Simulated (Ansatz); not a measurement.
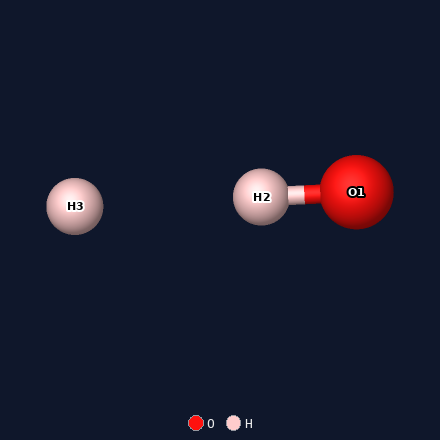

The system is O + H₂, spin multiplicity 3; the picture shows the reference structure. 
- Coordinates scanned: (1) distance O1–H2; (2) distance H2–H3.
- Nothing is relaxed (the angle O1–H2–H3 is fixed at 180 degrees).
- Grid: 17 × 17 points.
- Points are written as (first, second).
- Energies are in kJ/mol, from O far from the relaxed HH (each part in its own basis).
- In part of the range the unrestricted reference is strongly spin-contaminated.
- The calculation used UKS PBE0-D4/def2-SVPD (Ansatz 0.2.0).

Its coordinates:

```xyz
3

O    -1.0030    0.0000    0.0000
H     0.0000    0.0000    0.0000
H     1.9680    0.0000    0.0000
```

Range: distance O1–H2 from 0.776 to 2.776 Å; distance H2–H3 from 0.592 to 2.592 Å.

Question: Predict the map.

Answer: The lowest grid point is at (1.003 Å, 1.968 Å), −15 kJ/mol from O far from the relaxed HH (each part in its own basis). The highest grid point, (0.776 Å, 0.592 Å), lies 632 kJ/mol above the lowest. On the interpolated surface the lowest path from the side where the first distance is long, about (2.78 Å, 0.76 Å), to the side where the second distance is long, about (0.97 Å, 2.42 Å), has its top at about (1.29 Å, 0.87 Å), about 19 kJ/mol above the start and 34 kJ/mol above the end.

```
distance H2–H3 ↓, distance O1–H2 →  0.830  1.003  1.217  1.459  1.723  2.005  2.303  2.615
                             2.592     55    −15     68    204    319    378    404    415
                             2.273     55    −15     66    201    313    371    397    408
                             1.968     56    −15     64    193    299    353    378    389
                             1.678     61    −14     59    177    267    313    334    343
                             1.404     73    −11     48    142    205    234    244    246
                             1.151    102      0     30     85    116    126    129    128
                             0.922    166     31     16     27     32     32     31     31
                             0.726    297    116     50     24     11      4      2      1
                             0.592    487    265    159    109     85     75     71     71
```

The table holds every second grid line.

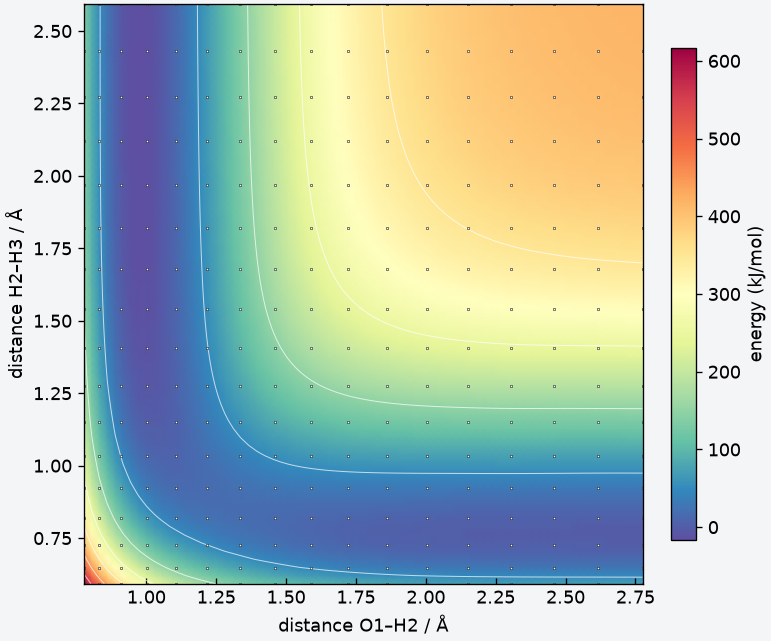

In the figure: a smooth colour map with a few white contour lines, dots at the grid points. Between grid points the surface is interpolated.

Time for the 289 points that were run: 6.7 min on 1 thread of Arm Neoverse V1, with other jobs on the host.
